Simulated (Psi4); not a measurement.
# BHF2 (SMILES FBF): CAM-B3LYP/def2-TZVPP

What is the vertical ionisation energy of BHF2 at CAM-B3LYP/def2-TZVPP? 

The calculation is run with Psi4 1.11.

1 further run of the same task is left out (set aside as unsound or not needed).

## (1) The system as given

The species is BHF2 (4 atoms), meant as a singlet with charge 0. As SMILES, `FBF`. The coordinates come from a PBE0-D4/def2-TZVP relaxation.

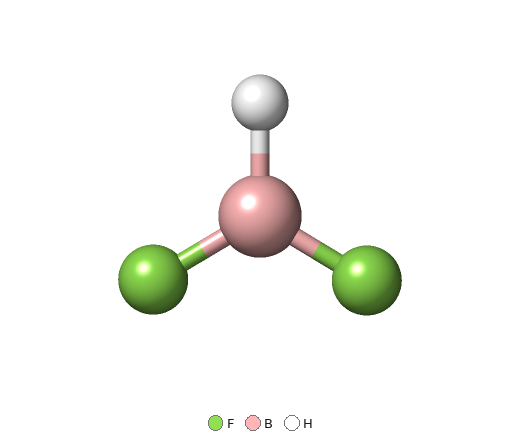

Viewed from a chosen angle; fluorine green, boron pink, hydrogen white.

## (2) Energy and forces at CAM-B3LYP/def2-TZVPP

Contents of bf2h.inp:

```
memory 1600 MB

molecule {
  F
  B 1 1.313275
  F 2 1.313162 1 118.0734
  H 2 1.191291 3 120.9677 1 -179.99789
  units angstrom
  symmetry c1
}

set {
  puream               true
  e_convergence        1e-09
  d_convergence        1e-08
  scf_type             pk
  dft_radial_points    99
  dft_spherical_points 590
}

e, wfn = gradient("cam-b3lyp/def2-TZVPP", return_wfn=True)
oeprop(wfn, "MULLIKEN_CHARGES", "DIPOLE", "MAYER_INDICES")
```

On the command line:

```bash
psi4 -i bf2h.inp -o bf2h.out -n 1
```

bf2h.out:

```text
[...]
  Running in c1 symmetry.
[...]
  Nuclear repulsion =   61.888559216060209
[...]
  Multiplicity = 1
[...]
  Nalpha       = 12
  Nbeta        = 12
[...]
    Number of basis functions: 107
[...]
   @RKS iter   1:  -225.22721815076005   -6.25586e-01   4.51558e-03 ADIIS/DIIS
[...]
   @RKS iter  10:  -225.29252208902588   -1.79057e-12   1.65976e-09 DIIS
[...]
    Orbital Energies [Eh]
    ---------------------
    Doubly Occupied:
       1A    -24.784403     2A    -24.784366     3A     -6.933960
       4A     -1.335148     5A     -1.305401     6A     -0.672392
       7A     -0.621667     8A     -0.602030     9A     -0.580879
      10A     -0.525358    11A     -0.510040    12A     -0.456821
[...]
  @RKS Final Energy:  -225.29252208902588
   => Energetics <=
    Nuclear Repulsion Energy =             61.8885592160602087
    One-Electron Energy =                -435.2202186077678334
    Two-Electron Energy =                 166.8384397774710521
    DFT Exchange-Correlation Energy =     -18.7993024747893180
    Empirical Dispersion Energy =           0.0000000000000000
    VV10 Nonlocal Energy =                  0.0000000000000000
    Total Energy =                       -225.2925220890258799
[...]
  -Total Gradient:
     Atom            X                  Y                   Z
    ------   -----------------  -----------------  -----------------
       1        0.000001147809     0.000206499510    -0.000406879857
       2       -0.000003705121    -0.002412430137    -0.001357006489
       3        0.000001147877    -0.000190284982     0.000331281919
       4        0.000001397680     0.002419681817     0.001446683816
[...]
 Multipole Moments:
 ------------------------------------------------------------------------------------
     Multipole            Electronic (a.u.)      Nuclear  (a.u.)        Total (a.u.)
 ------------------------------------------------------------------------------------
 L = 1.  Multiply by 2.5417464519 to convert [e a0] to [Debye]
 Dipole X            :         -0.0000476            0.0000367           -0.0000109
 Dipole Y            :         -0.9376390            1.2523726            0.3147336
 Dipole Z            :         -0.5622405            0.7513308            0.1890902
 Magnitude           :                                                    0.3671681
[...]
  Mulliken Charges: (a.u.)
   Center  Symbol    Alpha    Beta     Spin     Total
       1     F     4.60899  4.60899  0.00000 -0.21798
       2     B     2.29004  2.29004  0.00000  0.41992
       3     F     4.60894  4.60894  0.00000 -0.21788
       4     H     0.49203  0.49203  0.00000  0.01594
   Total alpha = 12.00000, Total beta = 12.00000, Total charge =  0.00000
  Mayer Bond Indices:
[...]
```

Run time: 18 s. Hardware: 1 thread of Intel Xeon 6975P-C (Granite Rapids), shared host; peak memory 0.71 GiB.

## (3) The doublet cation, same level

Contents of bf2h.py:

```python
import psi4

psi4.set_memory('1600 MB')
psi4.set_num_threads(1)
psi4.set_output_file('psi4.out', False)

m = psi4.geometry("""
1 2
F
B 1 1.313275
F 2 1.313162 1 118.0734
H 2 1.191291 3 120.9677 1 -179.99789
units angstrom
symmetry c1
""")

options = {'basis': 'def2-TZVPP', 'reference': 'uks', 'puream': True, 'e_convergence': 1e-09, 'd_convergence': 1e-08, 'scf_type': 'pk', 'dft_radial_points': 99, 'dft_spherical_points': 590, 'maxiter': 200}
psi4.set_options(options)

energy_value, wavefunction = psi4.gradient("cam-b3lyp", return_wfn=True)
print('gradient / Eh bohr^-1')
print(energy_value.np.round(6))
print(f'energy = {wavefunction.energy():.10f} Eh')
```

On the command line:

```bash
python bf2h.py
```

psi4.out:

```text
[...]
  Running in c1 symmetry.
[...]
  Nuclear repulsion =   61.888559216060209
[...]
  Multiplicity = 2
[...]
  Nalpha       = 12
  Nbeta        = 11
[...]
    Number of basis functions: 107
[...]
   @UKS iter   1:  -224.72001681331622   -1.18385e-01   3.45550e-03 ADIIS/DIIS
[...]
   @UKS iter  12:  -224.76982907197768   -1.01466e-11   6.86935e-09 DIIS
[...]
   @S^2 Observed:                7.567474040E-01
[...]
    Orbital Energies [Eh]
    ---------------------
    Alpha Occupied:
       1A    -25.140523     2A    -25.140502     3A     -7.306764
       4A     -1.673609     5A     -1.645242     6A     -1.017292
       7A     -0.963111     8A     -0.958645     9A     -0.902711
      10A     -0.848646    11A     -0.848356    12A     -0.845855
    Alpha Virtual:
      13A     -0.284809    14A     -0.160541    15A     -0.130887
      16A     -0.128207    17A     -0.053728    18A     -0.034989
      19A      0.055250    20A      0.079367    21A      0.160369
      22A      0.190075    23A      0.231095    24A      0.238685
      25A      0.274808    26A      0.370644    27A      0.385441
[...]
  @UKS Final Energy:  -224.76982907197768
   => Energetics <=
    Nuclear Repulsion Energy =             61.8885592160602087
    One-Electron Energy =                -427.0812299230354938
    Two-Electron Energy =                 158.9537409121829228
    DFT Exchange-Correlation Energy =     -18.5308992771853305
    Empirical Dispersion Energy =           0.0000000000000000
    VV10 Nonlocal Energy =                  0.0000000000000000
    Total Energy =                       -224.7698290719776821
[...]
 Multipole Moments:
 ------------------------------------------------------------------------------------
     Multipole            Electronic (a.u.)      Nuclear  (a.u.)        Total (a.u.)
 ------------------------------------------------------------------------------------
 L = 1.  Multiply by 2.5417464519 to convert [e a0] to [Debye]
 Dipole X            :         -0.0000281            0.0000367            0.0000086
 Dipole Y            :          0.0589110            1.2523726            1.3112836
 Dipole Z            :          0.0353775            0.7513308            0.7867083
 Magnitude           :                                                    1.5291745
[...]
  -Total Gradient:
     Atom            X                  Y                   Z
    ------   -----------------  -----------------  -----------------
       1        0.000000281216    -0.032819816071    -0.030920447837
       2        0.000000891838     0.124185928564     0.074552762543
       3        0.000000281482    -0.042676043557    -0.014431276561
       4       -0.000001466243    -0.048666515953    -0.029186906820
[...]
```

On the terminal:

```text
gradient / Eh bohr^-1
[[ 0.00000e+00 -3.28200e-02 -3.09200e-02]
 [ 1.00000e-06  1.24186e-01  7.45530e-02]
 [ 0.00000e+00 -4.26760e-02 -1.44310e-02]
 [-1.00000e-06 -4.86670e-02 -2.91870e-02]]
energy = -224.7698290720 Eh
```

Wall time 25 s (1 thread of Intel Xeon 6975P-C (Granite Rapids), shared host); peak memory 0.7 GiB.

## (4) What came out

Level: CAM-B3LYP/def2-TZVPP.

```
                                          quantity          value
                        singlet BHF2: total energy  -225.29252 Eh
                       singlet BHF2: dipole moment         0.93 D
                         singlet BHF2: HOMO energy      -12.43 eV
                         singlet BHF2: LUMO energy        0.71 eV
                       singlet BHF2: HOMO–LUMO gap       13.14 eV
            singlet BHF2: largest force on an atom     0.145 eV/Å
                      doublet cation: total energy  -224.76983 Eh
doublet cation: HOMO energy (highest over α and β)      -21.88 eV
 doublet cation: LUMO energy (lowest over α and β)      -16.00 eV
                              doublet cation: ⟨S²⟩          0.757
          doublet cation: largest force on an atom     7.448 eV/Å
vertical ionisation energy (to the doublet cation)      14.223 eV
```

In words: The vertical ionisation energy comes to 14.22 eV (1372 kJ/mol). −ε(HOMO) before ionisation, 12.43 eV, is 1.79 eV below this ionisation energy. Mulliken charges (singlet BHF2) run from -0.22 on F1 to +0.42 on B2.
